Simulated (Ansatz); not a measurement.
Electronic density of states of amorphous In9Ga9Zn9O38Zr, density 5.87 g/cm³, on a 2×2×2 Γ-centred mesh with a Gaussian width of 0.1 eV; energies count from the Fermi level, whose place inside the gap is arbitrary. Cell and mesh are small, so fine structure isn't converged. All values below come from PBE, scalar-relativistic without spin-orbit coupling (plane waves to 420 eV, PAW; Ansatz, an electronic-structure program). Sampling: a 2×2×2 Γ-centred mesh; Fermi-Dirac width 0.02 eV; no spin polarisation. At PBE the levels at the filled edge of the gap are localised (band-tail or defect states).

A CHGNet melt-quench gave the starting glass, which DFT then relaxed. O atoms were pushed apart under 1.9 Å during the dynamics, to hinder bonds among them. The hot cell started wider than the set density and was brought back towards it in steps. It is the lowest in DFT energy of 2 quenches. It is a model cell: composition and starting density were chosen by hand, and all elements were melted together. No dispersion term was used. Its density started from a set value of 5.87 and ended at 5.87 g/cm³. The quench (nominally 210 K/ps over its main leg) was far faster than any real one, so the model tends to hold more defects than a real film. One small periodic cell is one sample of the glass; other quenches scatter about these values. The volume was held where the preparation left it and the shape relaxed, at a PBE pressure of 1.5 GPa. Stress components on the final sampling reach 1.5 GPa.

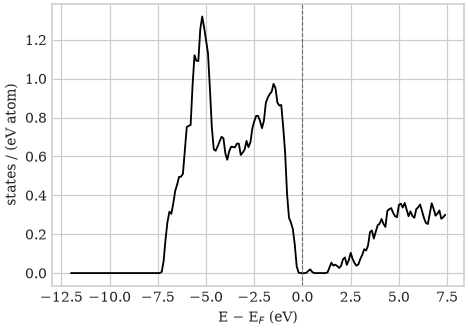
*Density of states per atom*

The level gap on this mesh is 0.78 eV; the broadening fills part of it in the curve.
